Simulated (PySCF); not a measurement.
InHg (doublet)

| atom | x (Å) | y (Å) | z (Å) |
| --- | --- | --- | --- |
| In | 0.0000 | 0.0000 | -2.0001 |
| Hg | 0.0000 | 0.0000 | 1.1379 |

Core potentials replace the inner electrons of In and Hg.

Theory: PBE0/def2-SVP, non-relativistic Hamiltonian with scalar-relativistic core potentials where named, at a bond length of 3.138 Å in PySCF.

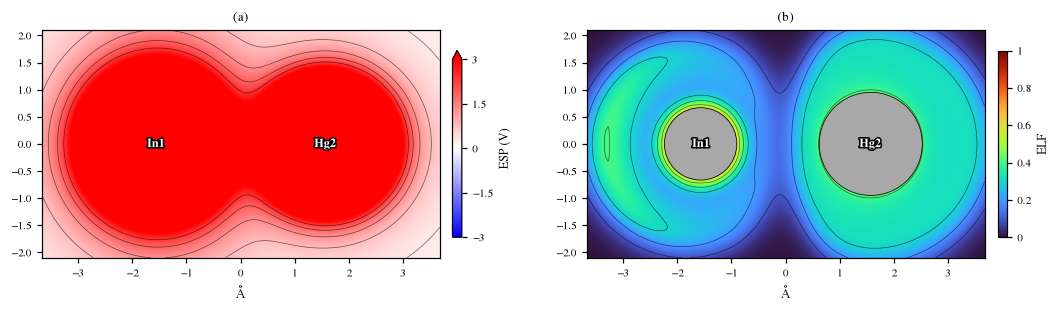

Figure 1. (a) electrostatic potential; (b) ELF on a plane that holds the molecular axis. Grey discs cover the atomic cores in the ELF map.

### Read the bonding off the picture.

- The section cuts through In and Hg sites.
- In–Hg (3.14 Å): the ELF is about 0.15 at the midpoint.
- The potential has no marked negative region in this plane.

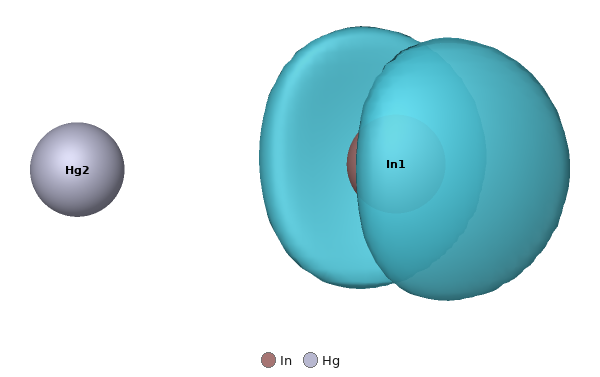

Figure 2. Isosurface of the ELF at 0.9 (cyan), seen from one side. Only the valence region is drawn (cores and ρ < 0.01 e/Å³ removed).

### Where are the electrons localised?

The ELF exceeds this value in two lobes on In, pointing away from the bonds (non-bonding electrons).
